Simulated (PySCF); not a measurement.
Pb(F)(SH), SMILES [F][Pb][SH] at its PBE0/def2-SVP optimised geometry (Å):

```
4

Pb    -0.2325    -1.2685     0.0000
F      1.8252    -1.2685     0.0000
S     -0.4745     1.2685     0.0000
H     -1.8252     1.1779     0.0006
```

Calculation: PBE0/def2-TZVP, def2 effective core potentials past Kr run with PySCF 2.14.0. The core electrons that the potentials of Pb replace are not part of the density. Cells within 0.4 Å of a nucleus heavier than hydrogen are left out (blank, or x).

Map of the electrostatic potential (hartree/e), clipped to [-0.08, 0.12] on the plane z = 0.0 Å:

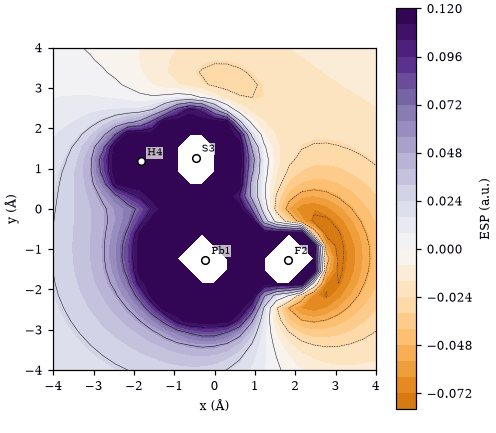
*Electrostatic potential (hartree/e), clipped to [-0.08, 0.12] on the plane z = 0.0 Å.*
